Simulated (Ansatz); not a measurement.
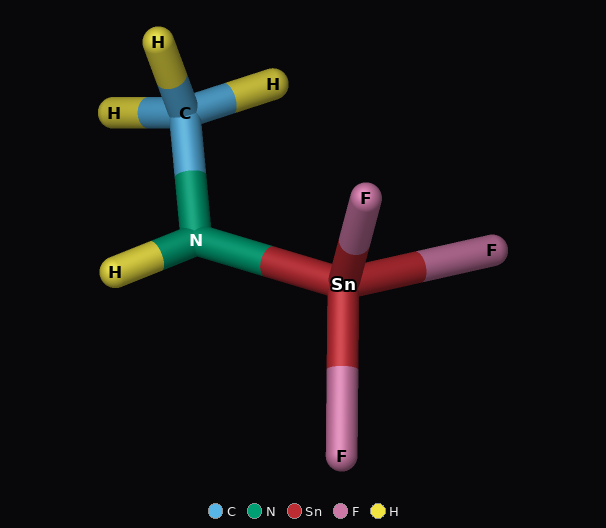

**Give the formula.**

CH4F3NSn, 10 atoms: 1 carbon, 4 hydrogen, 3 fluorine, 1 nitrogen and 1 tin.

**Write the SMILES.**

C[NH][Sn]([F])([F])[F]

More results for the same structure follow; atom numbers are the same in all pictures, views and colours differ. Computed geometry: PBE0-D4/def2-TZVP optimisation.

### Geometry

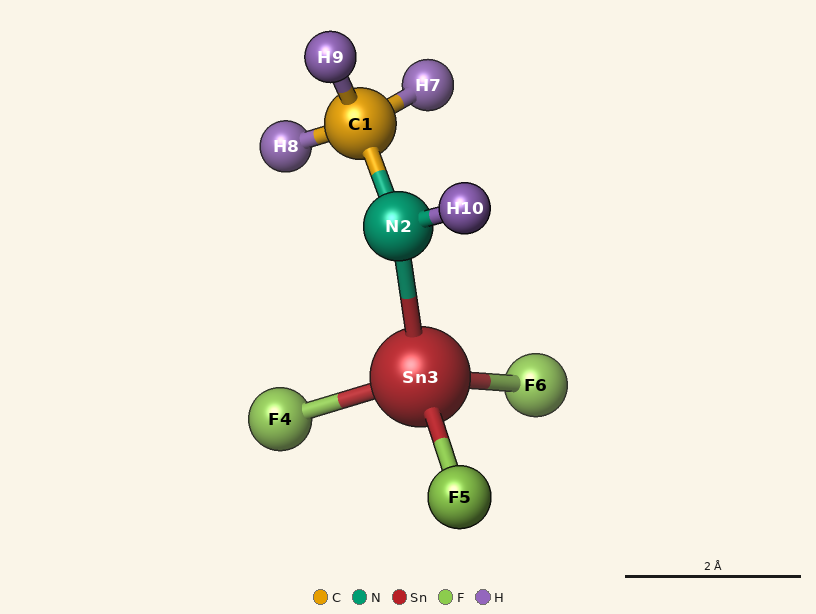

Numbered structure.

**What is the geometry at Sn3?**

Sn3 has 4 neighbours (N2 at 1.98, F4 at 1.89, F5 at 1.89, F6 at 1.90 Å); the arrangement is tetrahedral.

**Describe the coordination of atom 1.**

C1 has 4 neighbours (N2 at 1.46, H7 at 1.10, H8 at 1.09, H9 at 1.09 Å); the arrangement is tetrahedral.

**What is the dihedral angle C1–N2–Sn3–F4?**

57° in size, that is gauche.

### Vibrations

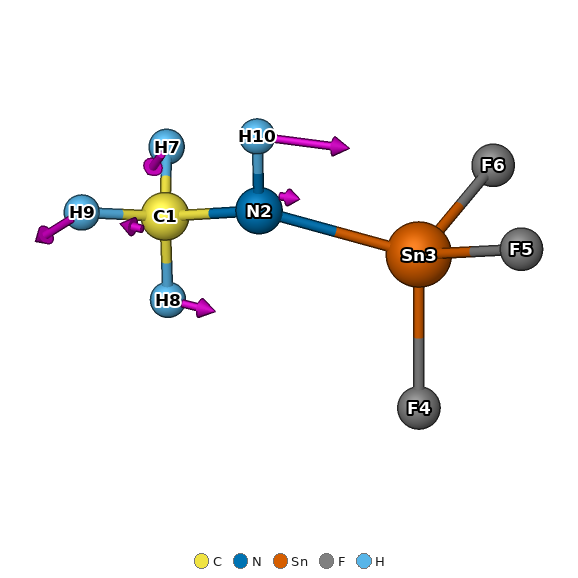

The arrows show one normal mode. Harmonic vibrations computed with RKS PBE0-D4/def2-TZVP, core potentials on Sn (Ansatz 0.2.0) at a stationary point of the same level.

**At what wavenumber does it lie?**

1084 cm⁻¹; it is mode 14 of 24 counted from the lowest.

### Dipole moment

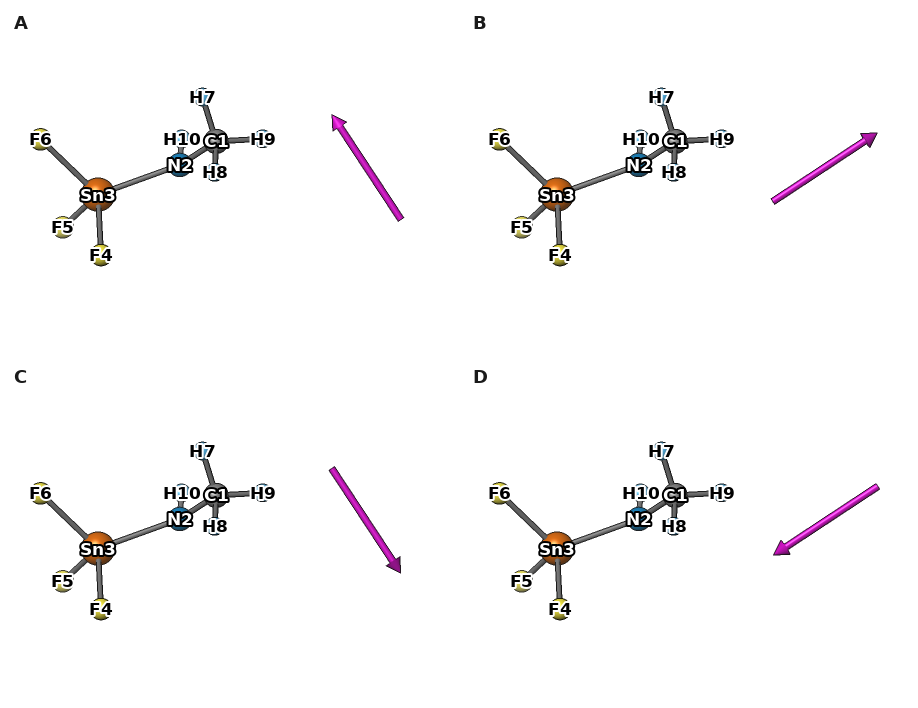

The same molecule four times, each with an arrow. Method: RKS B3LYP-D4/def2-TZVPP, core potentials on Sn (Ansatz 0.2.0).

**Which arrow points along the dipole moment, from the negative to the positive end?**

B. The dipole moment is 4.21 D; it points from the side of F4, F5 to the side of H9 (the outermost atoms at the two ends).

### Charges

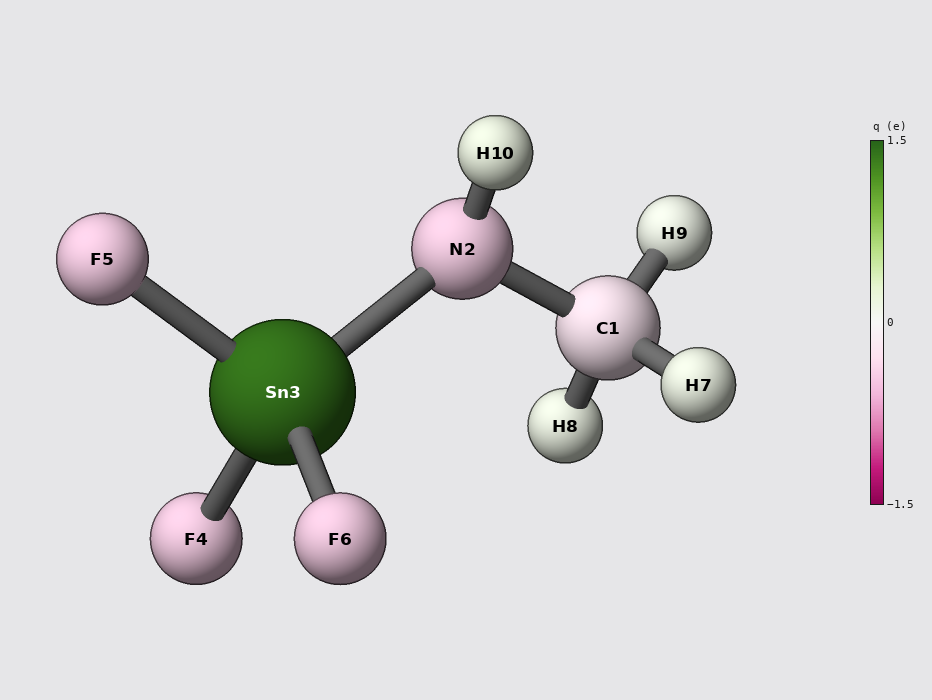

Atoms are coloured by their Mulliken charges. Properties computed with RKS PBE-D4/def2-TZVPP, core potentials on Sn (Ansatz 0.2.0).

**Which atom carries the highest charge (most positive or least negative)?**

Sn3 (1.37 e).

**And the lowest?**

F4, F6 (−0.42 e).

List the Mulliken charges.

```tsv
atom	value (e)
C1	−0.21
N2	−0.40
Sn3	1.37
F4	−0.42
F5	−0.41
F6	−0.42
H7	0.12
H8	0.12
H9	0.10
H10	0.15
```

Mulliken values depend strongly on the basis set and can even reverse the polarity of a bond.
